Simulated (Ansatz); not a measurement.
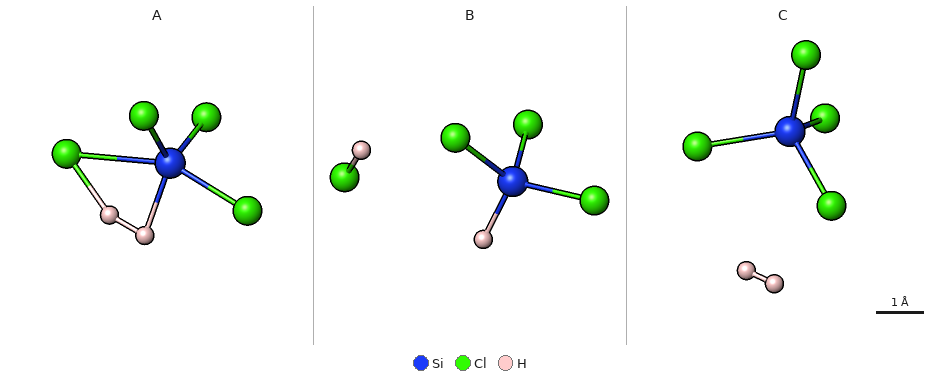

Three geometries of SiH$_{2}$Cl$_{4}$: a saddle point and the two relaxed ends that it joins, in shuffled order. The picture is a ball-and-stick view, seen at a tilt. Sticks join atoms that are closer than about 1.2 times the sum of their covalent radii (a little more with hydrogen).

Stationary points at PBE0-D4/def2-TZVP, single-point energies with CCSD(T)/CBS, PBE0-D4, B3LYP-D4, wB97X-V (def2-TZVPP where no basis is named; Ansatz 0.2.0). The energies are electronic, without zero-point or thermal terms, and both ends are the relaxed geometries reached downhill from the saddle, with any fragments still in contact. CCSD(T)/CBS stands for a frozen-core estimate: MP2 correlation extrapolated from def2-TZVPP and def2-QZVPP, CCSD(T) minus MP2 from the smaller set.

Which frame is the transition state, what reaction does it lead through, and what barrier is to be expected?

Answer. Frame A is the saddle point. Counted by bonded pieces, C holds H₂ + SiCl₄ and B holds HCl + SiHCl₃. From C over the saddle to B, bonds form: H–Si (3.80 → 1.66 → 1.47 Å), Cl–H (3.57 → 1.65 → 1.28 Å). Bonds break: Cl–Si (2.02 → 2.42 → 3.91 Å), H–H (0.75 → 0.93 → 3.25 Å). The saddle has one imaginary mode, 864i cm⁻¹. The end C keeps a soft imaginary mode of 30i cm⁻¹, so it isn't quite a minimum. With CCSD(T)/CBS the barrier is 61.4 kcal/mol from C and 46.3 kcal/mol from B, and B lies 15.1 kcal/mol above C.

| level | barrier from C (kcal/mol) | barrier from B (kcal/mol) | B less C (kcal/mol) |
| --- | --- | --- | --- |
| CCSD(T)/CBS | 61.4 | 46.3 | 15.1 |
| PBE0-D4 | 56.1 | 41.1 | 15.0 |
| B3LYP-D4 | 60.0 | 45.3 | 14.7 |
| wB97X-V | 61.8 | 47.0 | 14.7 |

Against CCSD(T)/CBS, wB97X-V comes closest on the barrier from C (+0.4 kcal/mol) and PBE0-D4 misses most (−5.2 kcal/mol).

Limits of the set-up: the start holds two separate molecules, 3.5 Å apart at their closest, whose relative position is a soft coordinate.
